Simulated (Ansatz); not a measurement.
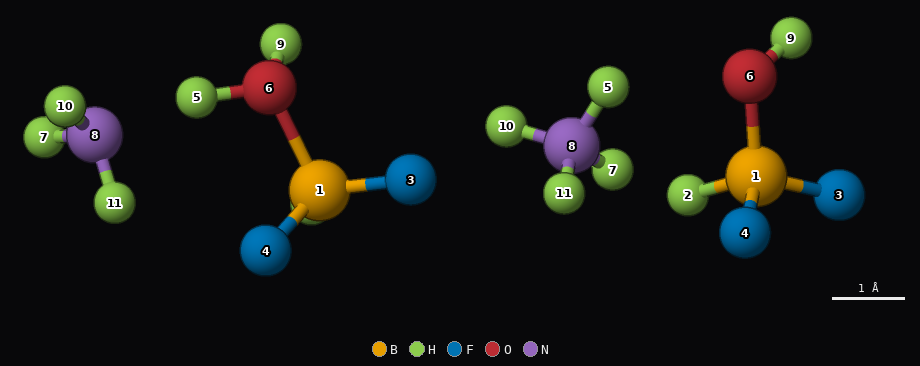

Two geometries of BNH6OF2 (started from a transition state, displaced along its imaginary mode), drawn at one scale. One is the start of a relaxation, the other its converged end. A ball-and-stick model, seen at a tilt.

These are results of Ansatz, RKS PBE0-D4/def2-TZVP, not measurements. (force threshold 0.005 eV/Å; at most 200 steps)

Which geometry has the lower energy?

The left one is the relaxed one. The atom that moves furthest after the best rigid fit is H7 (1.59 Å). By element the largest moves are H 1.59 Å, F 1.20 Å, B 0.38 Å, O 0.38 Å, N 0.30 Å. Some distances before and after: H5–O6 2.072 → 1.039 Å, H5–N8 1.037 → 1.570 Å, B1–O6 1.475 → 1.632 Å, H7–N8 0.915 → 1.012 Å. New bonds form, among them: H5–O6 (2.07 → 1.04 Å). Bonds break, among them: H5–N8 (1.04 → 1.57 Å). Among the angles between lasting bonds that change: F3–B1–O6 112.7° → 104.7°, H2–B1–F4 106.9° → 114.2°, H2–B1–F3 108.1° → 115.0°. Groups turn about B1–O6 by about 60°. Over 29 accepted moves (31 points after the start) the energy falls by 105.5 kJ/mol. The largest force component goes from 6.8 to 0.0028 eV/Å. The line search rejected the trial steps at points 11, 18 of the run. Cost: 2.6 min on 4 threads of Intel Xeon @ 2.50GHz, on a shared host.
